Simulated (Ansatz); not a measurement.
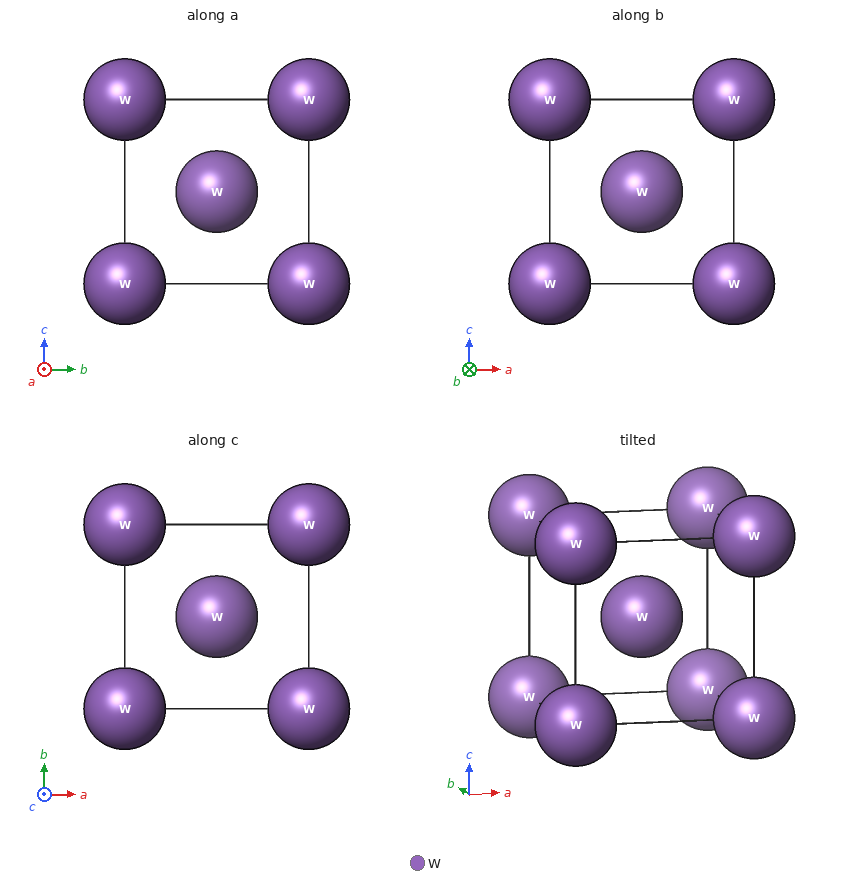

Drawn in the spheres-only manner and seen along the a axis, along the b axis, along the c axis and slightly off an axis. One conventional unit cell is outlined, and atoms on its boundary appear in each equivalent place.

Lattice parameters: a = 3.160 Å, b = 3.160 Å, c = 3.160 Å, α = 90.00°, β = 90.00°, γ = 90.00°.

Question: Reconstruct the structure as a table of Wyckoff sites.

Answer: Space group Im-3m (No. 229).
```csv
atom,site,x,y,z
W,2a,0.0000,0.0000,0.0000
```

The model was built from the standard structure of this element. Earlier steps of the study, as a rule a relaxation of our own, may have changed the cell and positions, so they can lie some per cent off the listed ones. A calculation with Ansatz used it as input.
